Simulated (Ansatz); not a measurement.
System: H3O···H2 (SMILES [OH3+].[H][H]) (charge +1).

Input file:

```
crystal:
  periodic: [false, false, false]
  atoms:
    - {symbol: O, position_ang: [-0.143469, 0.133472, -0.860722]}
    - {symbol: H, position_ang: [-0.040704, 0.059613, 0.137724]}
    - {symbol: H, position_ang: [-0.591608, -0.632558, -1.265924]}
    - {symbol: H, position_ang: [0.682379, 0.370572, -1.322867]}
    - {symbol: H, position_ang: [-0.193791, 0.327236, 1.517624]}
    - {symbol: H, position_ang: [0.278451, -0.264851, 1.480998]}
basis:
  gaussian: {orbitals: "def2-TZVPPD.json"}
total_charge: 1
hamiltonian: {xc: pbe0, dispersion: d4}
output: {orbitals: {seedname: orbitals}}
```

Command:

```sh
ansatz run in.yaml --threads 2 --pin off --events-out ev --progress --plain --max-ram 5222MiB
```

Geometry: rigid move from PBE0-D4/def2-TZVP.

Computed with Ansatz 0.2.0, RKS PBE0-D4/def2-TZVPPD.

**What can the converged electron density and electron localisation function tell about the bonding?**

O–H (0.98 Å): the density is about 3.9 e/Å³ at the midpoint; the ELF climbs to about 1 towards the hydrogen, as it does in any bond to H; a covalent bond by its length.

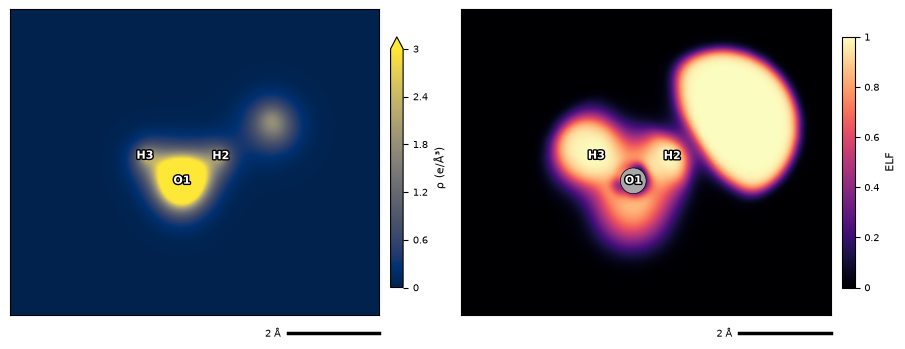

Computed electron density and electron localisation function on the plane of atoms H2, O1 and H3, in this order. Grey discs cover the atomic cores in the ELF map. 
